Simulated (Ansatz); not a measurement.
# [AlH4]− (SMILES [H][Al-]([H])([H])[H]) at FCI/3-21G

What is the vertical ionisation energy of [AlH4]− at FCI/3-21G? 

The results are computed with Ansatz 0.2.0.

6 further runs of the same task are left out: 6 that didn't finish.

### 1 The structure to begin with

The species is [AlH4]− (5 atoms), meant as a singlet with charge -1. As SMILES, `[H][Al-]([H])([H])[H]`. The shape comes from GFN2-xTB, which is rough for such elements, and wasn't checked as a minimum.

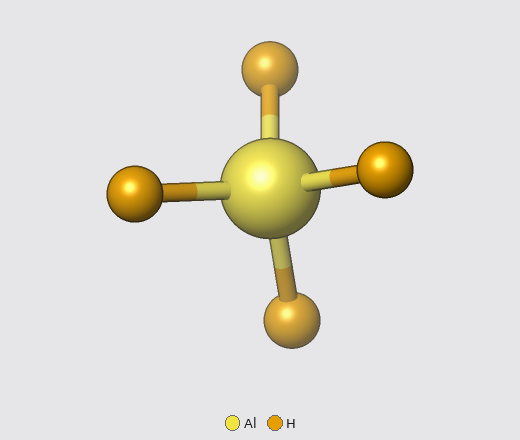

The structure, seen from a chosen angle (aluminium yellow, hydrogen amber).

### 2 The energy at FCI/3-21G

in.yaml

```yaml
basis:
  gaussian: {orbitals: 3-21G.json}
crystal:
  periodic: [false, false, false]
  atoms:
    - {symbol: Al, position_ang: [-0.001450, -0.001080, -0.000010]}
    - {symbol: H, position_ang: [0.012860, -0.019320, 1.627070]}
    - {symbol: H, position_ang: [1.530040, 0.013000, -0.552880]}
    - {symbol: H, position_ang: [-0.773910, 1.334120, -0.520140]}
    - {symbol: H, position_ang: [-0.767540, -1.326720, -0.554050]}
total_charge: -1
correlation: {method: fci, frozen_orbitals: {Al: 5, H: 0}}
accuracy: high
```

The basis set 3-21G is read from a file made from the Basis Set Exchange's data (not shown).

Command:

```bash
$ ansatz run in.yaml --threads 1 --pin off --max-ram 2610MiB --events-out events.jsonl --progress --plain --runs-dir runs
```

The program printed:

```text
Warning: RAYON_NUM_THREADS=1 ignored (pool sized by the plan → 1); use --threads N
Functional definition: HF
  name "HF"
  exchange = exact_x
  correlation = 0
425 factors; integrals over basis functions are off by at most 2.7e-9 eV
mean field evaluation 1: about -6608.6785 eV, gradient 7.3e0 eV
mean field evaluation 2: about -6608.6823 eV, gradient 7.4e0 eV
mean field evaluation 4: about -6609.0002 eV, gradient 1.9e-1 eV
mean field evaluation 8: about -6609.0006 eV, gradient 3.0e-5 eV
mean field -6609.00063812 eV, -242.8762937094 hartree, gradient 6.6e-8 eV, S^2 0.000000; 0 other end points of the search recorded, 0 dependent functions left out
5 core orbitals not correlated: weight in the atoms' cores, before any rotation towards them, 1.000 or more for the frozen orbitals, at most 0.000 for the correlated occupied ones
reference -6609.00063812 eV, -242.8762937094 hartree; 4, 4 occupied and 12, 12 virtual orbitals, 425 factors
state -6611.07163134 eV, -242.9524013065 hartree
Total energy: -6611.07163134 eV, -242.9524013065 hartree
```

Run time: 11 s. Hardware: 1 thread of Arm Neoverse V1, shared host; peak memory 0.31 GiB.

### 3 Doublet neutral AlH4

molecule.yaml

```yaml
crystal:
  periodic: [false, false, false]
  atoms:
    - {symbol: Al, position_ang: [-0.001450, -0.001080, -0.000010]}
    - {symbol: H, position_ang: [0.012860, -0.019320, 1.627070]}
    - {symbol: H, position_ang: [1.530040, 0.013000, -0.552880]}
    - {symbol: H, position_ang: [-0.773910, 1.334120, -0.520140]}
    - {symbol: H, position_ang: [-0.767540, -1.326720, -0.554050]}
basis:
  gaussian:
    orbitals: 3-21G.json
magnetization:
  spin_polarized: true
  initial_magnetization: 1
correlation:
  method: fci
  frozen_orbitals: {Al: 5, H: 0}
accuracy: high
```

The basis set 3-21G is read from a file made from the Basis Set Exchange's data (not shown).

Command:

```bash
$ ansatz run molecule.yaml --threads 1 --pin off --max-ram 2610MiB --events-out events.jsonl --progress --plain --runs-dir runs
```

The program printed, cut to the lines that bear on the results:

```text
Warning: RAYON_NUM_THREADS=1 ignored (pool sized by the plan → 1); use --threads N
[... 2 set-up lines as earlier in the session ...]
[...]
424 factors; integrals over basis functions are off by at most 3.4e-9 eV
[...]
mean field -6605.03367658 eV, -242.7305105617 hartree, gradient 6.7e-8 eV, S^2 0.762209; 6 other end points of the search recorded, 0 dependent functions left out
5 core orbitals not correlated: weight in the atoms' cores, before any rotation towards them, 1.000 or more for the frozen orbitals, at most 0.000 for the correlated occupied ones
reference -6604.96594389 eV, -242.7280214311 hartree; 4, 3 occupied and 12, 13 virtual orbitals, 424 factors
state -6606.96087554 eV, -242.8013338173 hartree
Total energy: -6606.96087554 eV, -242.8013338173 hartree
```

Wall time 14 s (1 thread of Arm Neoverse V1, shared host); peak memory 0.31 GiB.

### 4 Summary of results

Level: FCI/3-21G, 5 core orbitals frozen.

```
                                                         quantity          value
                                    singlet [AlH4]−: total energy  -242.95240 Eh
     singlet [AlH4]−: correlation energy (5 core orbitals frozen)      -76.1 mEh
                               doublet neutral AlH4: total energy  -242.80133 Eh
doublet neutral AlH4: correlation energy (5 core orbitals frozen)      -73.3 mEh
              vertical detachment energy (to the doublet neutral)       4.111 eV
```

**Reading.** The vertical ionisation energy comes to 4.11 eV (397 kJ/mol).
